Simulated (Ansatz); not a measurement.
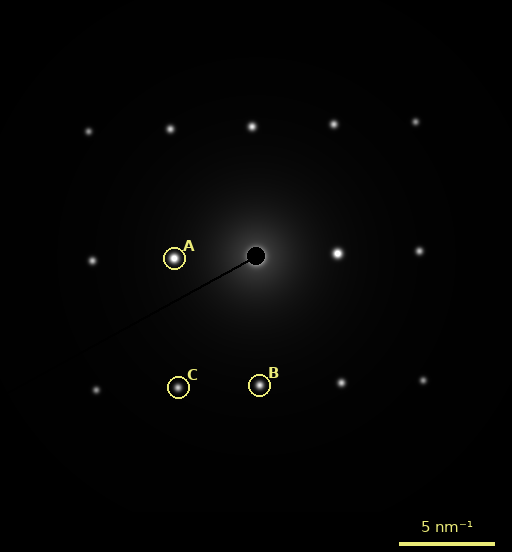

Simulated selected-area electron diffraction pattern (80 kV, kinematic approximation, thin crystal, B = 0.5 Å² for all atoms). The zone axis points towards the electron source and the pattern is seen from the source side.

Ti, space group P6_3/mmc (No. 194), a = 2.932 Å, c = 4.638 Å (hexagonal axes). Structure: the geometry relaxed at fixed volume with DFT r2SCAN, scalar-relativistic, plane waves, PAW (Ansatz 0.2.0).

Spot A is indexed 0 0 -2 and spot B -1 2 0.

Question: Give hkl for C.

Answer: C = A + B = -1 2 -2 (d = 1.239 Å).

Question: Find the zone axis.

Answer: The cross product of A and B is parallel to [210]; every spot obeys hu + kv + lw = 0.
